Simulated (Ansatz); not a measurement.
# F2H2Se2Ti: one molecule under many settings

How do the results and run time of F2H2Se2Ti respond when the settings are drawn wide?

The runs use Ansatz 0.2.0, Gaussian basis; the settings change from run to run.

## (1) The molecule

The geometry comes from an earlier relaxation with PBE0-D4 in a triple-zeta def2 set; it is a stationary point, not always the lowest conformer.

SMILES `[F][Ti]([F])([SeH])[SeH]`, 7 atoms, charge 0, spin multiplicity 1.

Atoms are counted from 1 here; the program's logs count them from 0.

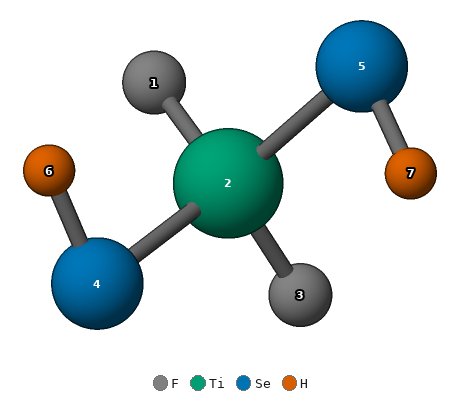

The structure; fluorine grey, titanium teal, selenium blue, hydrogen orange; atoms are numbered from 1 in the order of the file.

## (2) LC-wPBE/def2-mTZVP

in.yaml reads:

```yaml
crystal:
  periodic: [false, false, false]
  atoms:
    - {symbol: F, position_ang: [-0.187407, -2.163445, -0.227601]}
    - {symbol: Ti, position_ang: [0.293084, -0.563705, 0.262978]}
    - {symbol: F, position_ang: [1.535892, -0.450230, 1.476772]}
    - {symbol: Se, position_ang: [-1.559613, 0.652231, 1.212244]}
    - {symbol: Se, position_ang: [0.980472, 0.492946, -1.792054]}
    - {symbol: H, position_ang: [-2.380944, 0.278049, 0.048358]}
    - {symbol: H, position_ang: [1.379718, 1.686153, -1.026496]}
basis:
  gaussian: {orbitals: def2-mTZVP}
hamiltonian: {xc: {name: LC-wPBE}}
```

Run with:

```sh
ansatz run in.yaml --threads 4 --pin off --events-out ev --progress --plain --max-ram 11315MiB
```

Log:

```text
Functional definition: LC-wPBE
  name "LC-wPBE"
  cite "Vydrov & Scuseria, J. Chem. Phys. 125, 234109 (2006) doi:10.1063/1.2409292"
  cite "Heyd & Scuseria, J. Chem. Phys. 120, 7274 (2004) doi:10.1063/1.1668634"
  cite "Ernzerhof & Perdew, J. Chem. Phys. 109, 3313 (1998) doi:10.1063/1.476928"
  cite "Perdew, Burke & Ernzerhof, Phys. Rev. Lett. 77, 3865 (1996) doi:10.1103/PhysRevLett.77.3865"
  parent pbe
  parameter omega = 0.4/bohr
  exchange = pbe_x_sr(omega) + exact_x_lr(omega)
  correlation = pbe_c
1456 factors; their error is unknown
414 factors; integrals over basis functions are off by at most 1.0e-5 eV
mean field evaluation 1: about -159254.1412 eV, gradient 6.7e1 eV
mean field evaluation 2: about -159164.5319 eV, gradient 2.9e2 eV
mean field evaluation 4: about -159262.4189 eV, gradient 1.2e1 eV
mean field evaluation 8: about -159262.6717 eV, gradient 8.4e-2 eV
mean field evaluation 16: about -159262.6087 eV, gradient 5.8e-4 eV
mean field -159262.60868801 eV, -5852.7929172109 hartree, gradient 8.9e-5 eV, S^2 0.000000; 0 other end points of the search recorded, 0 dependent functions left out
reference -159262.60868801 eV, -5852.7929172111 hartree; 55, 55 occupied and 94, 94 virtual orbitals, 1456 factors
Total energy: -159262.60868801 eV, -5852.7929172111 hartree
```

It took 2.3 s on 4 threads of Arm Neoverse V2, shared host; peak memory 0.32 GiB.

## (3) HF/cc-pVTZ

This run has charge +1, multiplicity 2, restricted open-shell orbitals.

in.yaml: that of step 2 with these lines changed.

```diff
@@ -11,3 +11,6 @@
 basis:
-  gaussian: {orbitals: def2-mTZVP}
-hamiltonian: {xc: {name: LC-wPBE}}
+  gaussian: {orbitals: cc-pVTZ}
+total_charge: 1
+magnetization: {spin_polarized: false, initial_magnetization: 1}
+hamiltonian: {xc: {name: HF}}
+output: {forces: true}
```

Launched as before.

Log, cut to the lines that bear on the results:

```text
Functional definition: HF
  name "HF"
  cite "Fock, Z. Phys. 61, 126 (1930) doi:10.1007/BF01340294"
  parent pbe
[...]
1629 factors; integrals over basis functions are off by at most 6.5e-4 eV
[...]
mean field -159137.54637798 eV, -5848.1969620876 hartree, gradient 2.6e-5 eV, S^2 0.750000; 3 other end points of the search recorded, 0 dependent functions left out
[...]
reference -159137.54637798 eV, -5848.1969620876 hartree; 55, 54 occupied and 187, 188 virtual orbitals, 1629 factors
Total energy: -159137.54637798 eV, -5848.1969620876 hartree
Atom 0 at    -0.187407    -2.163445    -0.227601 Å, force     0.343625     0.966136     0.058895 eV/Å
Atom 1 at     0.293084    -0.563705     0.262978 Å, force    -0.992360    -2.266141     3.829571 eV/Å
Atom 2 at     1.535892    -0.450230     1.476772 Å, force    -0.611736    -0.011622    -1.010493 eV/Å
Atom 3 at    -1.559613     0.652231     1.212244 Å, force     0.413032    -0.143110    -0.769738 eV/Å
Atom 4 at     0.980472     0.492946    -1.792054 Å, force     0.797520     1.495256    -2.157364 eV/Å
Atom 5 at    -2.380944     0.278049     0.048358 Å, force    -0.033461    -0.030568     0.258110 eV/Å
Atom 6 at     1.379718     1.686153    -1.026496 Å, force     0.083380    -0.009951    -0.208982 eV/Å
Dipole moment:     0.349443     0.497269    -0.885981 e Å
```

Wall time 46 s (4 threads of Arm Neoverse V2, shared host); peak memory 1.1 GiB.

Largest force 4.559 eV/Å.

## (4) BLYP/def2-mTZVPP

Options: charge +1, multiplicity 2, atoms shaken by 0.15 Å, D4 dispersion.

in.yaml reads:

```yaml
crystal:
  periodic: [false, false, false]
  atoms:
    - {symbol: F, position_ang: [-0.459358, -2.248929, -0.119914]}
    - {symbol: Ti, position_ang: [-0.037074, -0.616227, 0.344181]}
    - {symbol: F, position_ang: [1.609170, -0.510520, 1.341729]}
    - {symbol: Se, position_ang: [-1.506062, 0.776884, 1.027302]}
    - {symbol: Se, position_ang: [0.949372, 0.350433, -1.671800]}
    - {symbol: H, position_ang: [-2.167060, 0.233173, -0.088374]}
    - {symbol: H, position_ang: [1.549974, 1.825176, -0.929126]}
basis:
  gaussian: {orbitals: def2-mTZVPP}
total_charge: 1
magnetization: {spin_polarized: true, initial_magnetization: 1}
hamiltonian: {xc: {name: BLYP}, dispersion: d4}
```

Launched as before.

Log:

```text
Functional definition: BLYP
  name "BLYP"
  cite "Becke, Phys. Rev. A 38, 3098 (1988) doi:10.1103/PhysRevA.38.3098"
  cite "Lee, Yang & Parr, Phys. Rev. B 37, 785 (1988) doi:10.1103/PhysRevB.37.785"
  parameter beta = 0.0042
  parameter a = 0.04918
  parameter b = 0.132
  parameter c = 0.2533
  parameter d = 0.349
  exchange = b88_x(beta = beta)
  correlation = lyp_c(a = a, b = b, c = c, d = d)
1502 factors; their error is unknown
mean field evaluation 1: about -159226.0116 eV, gradient 1.2e2 eV
mean field evaluation 2: about -158191.8384 eV, gradient 2.8e2 eV
mean field evaluation 4: about -159144.7643 eV, gradient 2.1e2 eV
mean field evaluation 8: about -159280.8227 eV, gradient 1.5e1 eV
mean field evaluation 16: about -159281.6514 eV, gradient 1.4e-2 eV
mean field evaluation 32: about -159281.1149 eV, gradient 7.7e0 eV
mean field -159281.65135818 eV, -5853.4927224322 hartree, gradient 5.1e-5 eV, S^2 0.755419; 3 other end points of the search recorded, 0 dependent functions left out
reference -159281.65169679 eV, -5853.4927348759 hartree; 55, 54 occupied and 108, 109 virtual orbitals, 1502 factors
Total energy: -159282.09218697 eV, -5853.5089225914 hartree
```

It took 6.5 s on 4 threads of Arm Neoverse V2, shared host; peak memory 0.35 GiB.

⟨S²⟩ 0.755.

## (5) SVWN5/def2-TZVPP

This run has charge -1, multiplicity 2, atoms shaken by 0.15 Å, a grid of angular degree 23.

in.yaml reads:

```yaml
crystal:
  periodic: [false, false, false]
  atoms:
    - {symbol: F, position_ang: [-0.205416, -2.364428, -0.325925]}
    - {symbol: Ti, position_ang: [0.578782, -0.506033, 0.583593]}
    - {symbol: F, position_ang: [1.472706, -0.438517, 1.622971]}
    - {symbol: Se, position_ang: [-1.516113, 0.725895, 1.088820]}
    - {symbol: Se, position_ang: [0.981486, 0.708984, -1.663692]}
    - {symbol: H, position_ang: [-2.382643, 0.133302, 0.313241]}
    - {symbol: H, position_ang: [1.388717, 1.888187, -1.127954]}
basis:
  gaussian: {orbitals: def2-TZVPP, final_grid: {core_spheres: 8, valence_spheres: 7, degree: 23}}
total_charge: -1
magnetization: {spin_polarized: true, initial_magnetization: 1}
hamiltonian: {xc: {name: SVWN5}}
output: {forces: true}
```

Launched as before.

Log, cut to the lines that bear on the results:

```text
Functional definition: SVWN5
  name "SVWN5"
  cite "Dirac, Proc. Camb. Phil. Soc. 26, 376 (1930) doi:10.1017/S0305004100016108"
  cite "Slater, Phys. Rev. 81, 385 (1951) doi:10.1103/PhysRev.81.385"
  cite "Vosko, Wilk & Nusair, Can. J. Phys. 58, 1200 (1980) doi:10.1139/p80-159"
[...]
1636 factors; their error is unknown
[...]
mean field -159010.74128876 eV, -5843.5369610103 hartree, gradient 4.3e-6 eV, S^2 0.753444; 5 other end points of the search recorded, 0 dependent functions left out
[...]
reference -159010.74133276 eV, -5843.5369626274 hartree; 56, 55 occupied and 194, 195 virtual orbitals, 1636 factors
Total energy: -159010.74133276 eV, -5843.5369626274 hartree
Atom 0 at    -0.205416    -2.364428    -0.325925 Å, force     1.104123     2.103283     1.182868 eV/Å
Atom 1 at     0.578782    -0.506033     0.583593 Å, force   -21.228853    -4.030724   -24.955787 eV/Å
Atom 2 at     1.472706    -0.438517     1.622971 Å, force    19.719461     1.772579    22.711769 eV/Å
Atom 3 at    -1.516113     0.725895     1.088820 Å, force     3.217268     2.946653     3.944223 eV/Å
Atom 4 at     0.981486     0.708984    -1.663692 Å, force    -0.421799    -3.100217    -0.866162 eV/Å
Atom 5 at    -2.382643     0.133302     0.313241 Å, force    -3.276207    -2.649858    -3.262618 eV/Å
Atom 6 at     1.388717     1.888187    -1.127954 Å, force     0.886007     2.958283     1.245706 eV/Å
Dipole moment:     0.459824     0.426654     0.618318 e Å
```

Run time: 10 s. Hardware: 4 threads of Arm Neoverse V2, shared host; peak memory 0.91 GiB.

Largest force 33.011 eV/Å, ⟨S²⟩ 0.753.

## (6) HF/def2-mTZVPP

Set apart from the defaults: atoms shaken by 0.08 Å, density fitting with def2-universal-jkfit, a point charge of 0.50 e beside it, the search for lower states set to off.

in.yaml reads:

```yaml
crystal:
  periodic: [false, false, false]
  atoms:
    - {symbol: F, position_ang: [-0.109442, -2.102616, -0.263698]}
    - {symbol: Ti, position_ang: [0.308441, -0.404158, 0.205963]}
    - {symbol: F, position_ang: [1.581615, -0.325878, 1.336283]}
    - {symbol: Se, position_ang: [-1.557374, 0.726280, 1.206549]}
    - {symbol: Se, position_ang: [0.963471, 0.566224, -1.896930]}
    - {symbol: H, position_ang: [-2.335730, 0.325305, 0.243894]}
    - {symbol: H, position_ang: [1.401787, 1.687357, -1.154531]}
basis:
  gaussian: {orbitals: def2-mTZVPP, fitting: {mean_field: def2-universal-jkfit}, point_charges: [{charge: 0.50, position_ang: [6.276, -0.240, 0.392]}]}
hamiltonian: {xc: {name: HF}}
scf: {lower_state_search: off}
output: {forces: true}
```

Launched as before.

Log, cut to the lines that bear on the results:

```text
Functional definition: HF
  name "HF"
  cite "Fock, Z. Phys. 61, 126 (1930) doi:10.1007/BF01340294"
  parent pbe
[...]
986 factors; integrals over basis functions are off by at most 1.6e0 eV
[...]
mean field -159142.72521529 eV, -5848.3872808485 hartree, gradient 1.8e-6 eV, S^2 0.000000; 0 other end points of the search recorded, 0 dependent functions left out
[...]
reference -159142.72521529 eV, -5848.3872808485 hartree; 55, 55 occupied and 108, 108 virtual orbitals, 986 factors
Total energy: -159142.72521529 eV, -5848.3872808485 hartree
Atom 0 at    -0.109442    -2.102616    -0.263698 Å, force     0.353226     1.645822     0.510328 eV/Å
Atom 1 at     0.308441    -0.404158     0.205963 Å, force    -1.393454    -2.486789    -1.299480 eV/Å
Atom 2 at     1.581615    -0.325878     1.336283 Å, force     1.201033     0.197578     0.982556 eV/Å
Atom 3 at    -1.557374     0.726280     1.206549 Å, force     3.021044     1.820231     4.128153 eV/Å
Atom 4 at     0.963471     0.566224    -1.896930 Å, force    -0.181017    -0.672005    -0.741069 eV/Å
Atom 5 at    -2.335730     0.325305     0.243894 Å, force    -3.385236    -1.596870    -4.007194 eV/Å
Atom 6 at     1.401787     1.687357    -1.154531 Å, force     0.397192     1.102499     0.424284 eV/Å
Dipole moment:    -0.212848     0.319686    -0.019499 e Å
Checks for a lower state left out: stability, starts, cluster_reference, orbital_swaps, neighbouring_geometries, increment
```

It took 1.5 s on 4 threads of Arm Neoverse V2, shared host; peak memory 0.43 GiB.

Largest force 5.483 eV/Å, dipole 1.85 D.

## (7) r2SCAN0/def2-SVP

This run has charge -1, multiplicity 2, restricted open-shell orbitals, D3(BJ) with three-body dispersion.

in.yaml reads:

```yaml
crystal:
  periodic: [false, false, false]
  atoms:
    - {symbol: F, position_ang: [-0.187407, -2.163445, -0.227601]}
    - {symbol: Ti, position_ang: [0.293084, -0.563705, 0.262978]}
    - {symbol: F, position_ang: [1.535892, -0.450230, 1.476772]}
    - {symbol: Se, position_ang: [-1.559613, 0.652231, 1.212244]}
    - {symbol: Se, position_ang: [0.980472, 0.492946, -1.792054]}
    - {symbol: H, position_ang: [-2.380944, 0.278049, 0.048358]}
    - {symbol: H, position_ang: [1.379718, 1.686153, -1.026496]}
basis:
  gaussian: {orbitals: def2-SVP}
total_charge: -1
magnetization: {spin_polarized: false, initial_magnetization: 1}
hamiltonian: {xc: {name: r2SCAN0}, dispersion: d3bjatm}
output: {forces: true}
```

Same command.

Log, cut to the lines that bear on the results:

```text
Functional definition: r2SCAN0
  name "r2SCAN0"
  cite "Bursch, Neugebauer, Ehlert & Grimme, J. Chem. Phys. 156, 134105 (2022) doi:10.1063/5.0086040"
  cite "Furness, Kaplan, Ning, Perdew & Sun, J. Phys. Chem. Lett. 11, 8208 (2020) doi:10.1021/acs.jpclett.0c02405"
  cite "Furness, Kaplan, Ning, Perdew & Sun, J. Phys. Chem. Lett. 11, 9248 (2020) doi:10.1021/acs.jpclett.0c03077"
  parent r2scan
[...]
1320 factors; integrals over basis functions are off by at most 1.0e-3 eV
[...]
mean field -159260.20068584 eV, -5852.7044247634 hartree, gradient 1.4e-5 eV, S^2 0.750000; 6 other end points of the search recorded, 0 dependent functions left out
[...]
reference -159260.20072876 eV, -5852.7044263408 hartree; 56, 55 occupied and 77, 78 virtual orbitals, 1320 factors
Total energy: -159260.27575465 eV, -5852.7071834913 hartree
Atom 0 at    -0.187407    -2.163445    -0.227601 Å, force    -0.739538    -1.706300    -0.436006 eV/Å
Atom 1 at     0.293084    -0.563705     0.262978 Å, force    -0.011506     0.026412    -0.012775 eV/Å
Atom 2 at     1.535892    -0.450230     1.476772 Å, force     1.500995     0.219408     1.158630 eV/Å
Atom 3 at    -1.559613     0.652231     1.212244 Å, force    -1.294286     0.444784     0.425254 eV/Å
Atom 4 at     0.980472     0.492946    -1.792054 Å, force     0.676637     0.757126    -1.008983 eV/Å
Atom 5 at    -2.380944     0.278049     0.048358 Å, force     0.016383     0.238267     0.073709 eV/Å
Atom 6 at     1.379718     1.686153    -1.026496 Å, force    -0.148685     0.020302    -0.199829 eV/Å
Dipole moment:    -0.061838     0.120129    -0.058424 e Å
```

Run time: 31 s. Hardware: 4 threads of Arm Neoverse V2, shared host; peak memory 0.85 GiB.

Largest force 1.910 eV/Å.

## (8) RPA/def2-mTZVP

Options: multiplicity 3, correlated electrons set to all.

in.yaml: that of step 7 with these lines changed.

```diff
@@ -11,6 +11,5 @@
 basis:
-  gaussian: {orbitals: def2-SVP}
-total_charge: -1
-magnetization: {spin_polarized: false, initial_magnetization: 1}
-hamiltonian: {xc: {name: r2SCAN0}, dispersion: d3bjatm}
-output: {forces: true}
+  gaussian: {orbitals: def2-mTZVP}
+magnetization: {spin_polarized: true, initial_magnetization: 2}
+hamiltonian: {xc: {name: HF}}
+correlation: {method: rpa, electrons: all}
```

Launched as before.

Log:

```text
Functional definition: HF
  name "HF"
  cite "Fock, Z. Phys. 61, 126 (1930) doi:10.1007/BF01340294"
  parent pbe
  exchange = exact_x
  correlation = 0
1357 factors; integrals over basis functions are off by at most 4.6e-4 eV
mean field evaluation 1: about -159130.4150 eV, gradient 4.2e1 eV
mean field evaluation 2: about -159130.4227 eV, gradient 4.2e1 eV
mean field evaluation 4: about -159139.7525 eV, gradient 8.7e0 eV
mean field evaluation 8: about -159141.6711 eV, gradient 6.0e-1 eV
mean field evaluation 16: about -159141.7183 eV, gradient 2.9e-1 eV
mean field evaluation 32: about -159142.0356 eV, gradient 2.3e-6 eV
mean field evaluation 64: about -159142.0326 eV, gradient 3.4e-1 eV
mean field evaluation 96: about -159140.9032 eV, gradient 1.9e0 eV
mean field evaluation 128: about -159141.9324 eV, gradient 1.9e0 eV
mean field -159142.03577943 eV, -5848.3619445480 hartree, gradient 8.9e-6 eV, S^2 2.015380; 18 other end points of the search recorded, 0 dependent functions left out
reference -159142.03577943 eV, -5848.3619445480 hartree; 56, 54 occupied and 93, 95 virtual orbitals, 1357 factors
Total energy: -159179.97674873 eV, -5849.7562494523 hartree
```

Run time: 40 s. Hardware: 4 threads of Arm Neoverse V2, shared host; peak memory 0.67 GiB.

⟨S²⟩ 2.015.

## (9) The runs in one table

```csv
level,charge,multiplicity,geometry,functions,energy (eV),time
LC-wPBE/def2-mTZVP,0,1,relaxed,149,-159262.609,2.3 s
HF/cc-pVTZ,1,2,relaxed,242,-159137.546,46 s
BLYP/def2-mTZVPP,1,2,shaken,163,-159282.092,6.5 s
SVWN5/def2-TZVPP,-1,2,shaken,250,-159010.741,10 s
HF/def2-mTZVPP,0,1,"shaken, point charge",163,-159142.725,1.5 s
r2SCAN0/def2-SVP,-1,2,relaxed,133,-159260.276,31 s
RPA/def2-mTZVP,0,3,relaxed,149,-159179.977,40 s
```

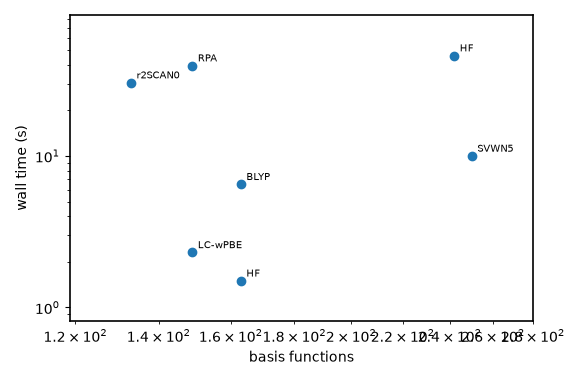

Wall time against the number of basis functions (shared host).

## (10) Summary of results

```
quantity                  value
    runs                      7
quickest  HF/def2-mTZVPP, 1.5 s
 slowest       HF/cc-pVTZ, 46 s
```

**Reading.** The runs differ in state or geometry as well as level, so their energies can't be set against each other. HF/cc-pVTZ took 31 times as long as HF/def2-mTZVPP. The jobs differ in tasks and options as well as level.
